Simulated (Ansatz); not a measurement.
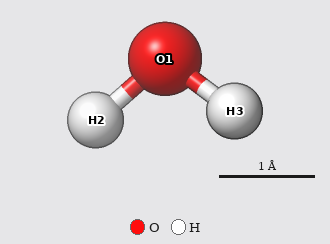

**Figure 1.** The structure as given in the input (ball-and-stick view, seen at a tilt; atoms are numbered from 1 in the order of the input). Bond lengths as drawn: H–O 0.97 Å.

## What a change does: geometry relaxation on H2O

System: H2O.
Method of run 1: RKS PBE-D4/def2-SVP (Ansatz 0.2.0).

Text and figures count atoms from 1; the logs count them from 0 in places.

**Input, run 1**
```yaml
crystal:
  periodic: [false, false, false]
  atoms:
    - { symbol: O, position_ang: [0.00258633, 0.09297317, -0.00074435] }
    - { symbol: H, position_ang: [-0.77189585, -0.49884851, -0.00091624] }
    - { symbol: H, position_ang: [0.74306952, -0.54079467, 0.0092206] }
basis:
  gaussian: { orbitals: def2-SVP }
hamiltonian:
  xc: pbe
  dispersion: d4
relax:
  f_tol: 0.002
  max_steps: 150
```

Launched with:
```bash
ansatz run input.yaml --threads 1 --pin off --max-ram 2560MiB --backend cpu --events-out ev --progress --plain --runs-dir out
```

Hardware: 1 thread of Intel Xeon @ 2.50GHz (Skylake/Cascade Lake), 189 GiB of memory available, shared host.

**Output (run 1)**
```
The last accepted step is kept in [file] (removed where the run ends without a failure and the disk answers)
Engine: ansatz 0.2.0, x86_64-unknown-linux-gnu
Functional definition: PBE
  parameter kappa = 0.804
  parameter beta = 0.06672455060314922
  exchange = pbe_x(kappa = kappa, mu = beta*pi^2/3)
  correlation = pbe_c(beta = beta)
259 factors; their error is unknown
mean field evaluation 1: about -2071.0474 eV, gradient 5.1e1 eV
mean field evaluation 2: about -2061.0567 eV, gradient 8.8e1 eV
mean field evaluation 4: about -2075.4892 eV, gradient 3.6e-1 eV
mean field evaluation 8: about -2075.4827 eV, gradient 6.0e-4 eV
mean field -2075.48270439 eV, -76.2725825738 hartree, gradient 2.5e-5 eV, S^2 0.000000; 0 other end points of the search recorded, 0 dependent functions left out
the calculation of the forces begins
reference -2075.48272111 eV, -76.2725831880 hartree; 5, 5 occupied and 19, 19 virtual orbitals, 259 factors
relax step   1: F+E_penalty+E_count = -2075.48809997 eV  Δ(F+E_penalty+E_count) = +0.000e0 eV  max|allowed force component| = 1.762e-3 eV/Å  Δτ_max = 0.0000 Å  (20 SCF iters, accepted)
Total energy: -2075.48811669 eV, -76.2727814718 hartree
Atom 0 at     0.002586     0.092973    -0.000744 Å, force     0.000049     0.001762    -0.000014 eV/Å
Atom 1 at    -0.771896    -0.498849    -0.000916 Å, force     0.001302    -0.000918     0.000016 eV/Å
Atom 2 at     0.743070    -0.540795     0.009221 Å, force    -0.001351    -0.000844    -0.000002 eV/Å
Dipole moment:    -0.011387    -0.410477     0.003280 e Å
```

The input of run 2 differs as follows (lines with − go, lines with + come):
```diff
-  gaussian: { orbitals: def2-SVP }
+  gaussian: { orbitals: def2-TZVPP }
-  xc: pbe
+  xc: pbe0
```

What does this change do to the results?

The total energies belong to different models, so their difference says nothing on which is more stable or more accurate. The functional changes from PBE to PBE0. The basis functions go from 24 to 59.

**Output, shortened to warnings, some set-up lines, iterations and results (run 2)**
```
[...]
mean field evaluation 1: about -2074.5549 eV, gradient 4.9e1 eV
mean field evaluation 2: about -2069.3997 eV, gradient 7.3e1 eV
mean field evaluation 4: about -2078.4049 eV, gradient 1.9e-1 eV
mean field evaluation 8: about -2078.4112 eV, gradient 1.5e-3 eV
relax step   1: F+E_penalty+E_count = -2078.41553915 eV  Δ(F+E_penalty+E_count) = +0.000e0 eV  max|allowed force component| = 1.213e0 eV/Å  Δτ_max = 0.0000 Å  (22 SCF iters, …
mean field evaluation 16: about -2078.4253 eV, gradient 1.8e-1 eV
relax step   2: F+E_penalty+E_count = -2078.42956025 eV  Δ(F+E_penalty+E_count) = -1.402e-2 eV  max|allowed force component| = 4.563e-1 eV/Å  Δτ_max = 0.0091 Å  (27 SCF …
relax step   3: F+E_penalty+E_count = -2078.43216224 eV  Δ(F+E_penalty+E_count) = -2.602e-3 eV  max|allowed force component| = 5.063e-2 eV/Å  Δτ_max = 0.0074 Å  (26 SCF …
mean field evaluation 32: about -2078.4281 eV, gradient 1.8e-1 eV
relax step   4: F+E_penalty+E_count = -2078.43235635 eV  Δ(F+E_penalty+E_count) = -1.941e-4 eV  max|allowed force component| = 2.065e-3 eV/Å  Δτ_max = 0.0031 Å  (28 SCF …
relax step   5: F+E_penalty+E_count = -2078.43235640 eV  Δ(F+E_penalty+E_count) = -5.739e-8 eV  max|allowed force component| = 2.319e-6 eV/Å  Δτ_max = 0.0000 Å  (28 SCF …
mean field evaluation 64: about -2078.4281 eV, gradient 1.2e-5 eV
mean field -2078.42810390 eV, -76.3808240093 hartree, gradient 1.2e-5 eV, S^2 0.000000; 1 other end points of the search recorded, 0 dependent functions left out
the calculation of the forces begins
reference -2078.42811838 eV, -76.3808245412 hartree; 5, 5 occupied and 54, 54 virtual orbitals, 269 factors
Total energy: -2078.43237087 eV, -76.3809808176 hartree
Atom 0 at     0.002068     0.074303    -0.000595 Å, force     0.000000     0.000002    -0.000000 eV/Å
Atom 1 at    -0.772221    -0.489497    -0.000995 Å, force    -0.000000    -0.000001     0.000000 eV/Å
Atom 2 at     0.743913    -0.531476     0.009150 Å, force     0.000000    -0.000001     0.000000 eV/Å
Dipole moment:    -0.011234    -0.404953     0.003236 e Å
```

**The two runs side by side**

| quantity | run 1 | run 2 |
| --- | --- | --- |
| outcome | converged | converged |
| total energy (hartree) | −76.272781 | −76.380981 |
| largest force (eV/Å) | 0.002 | 0.000 |
| basis functions | 24 | 59 |
| wall time (shared host) | 1.1 s | 10 s |
